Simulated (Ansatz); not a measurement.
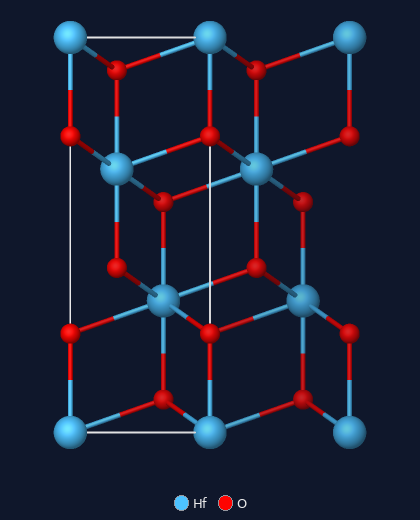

Projection along an edge of the hexagonal mesh, stacking direction [111] upwards. Every atom sits on one of the three columns of the mesh; call them A, B, C in the order in which they first turn up. The box is the hexagonal cell of the face-centred cubic lattice. The sequence starts with the first layer at or above the cell's origin.

System HfO₂ (space group Fm-3m, No. 225); source of the atomic positions: the geometry relaxed with Ansatz, DFT PBE, scalar-relativistic, plane waves, PAW; the starting structure was generated, so it need not be a known form of this composition.

**Read off the stacking sequence over one period.**

Hf(A) – O(B) – O(A) – Hf(B) – O(C) – O(B) – Hf(C) – O(A) – O(C) (nine layers in 8.83 Å).
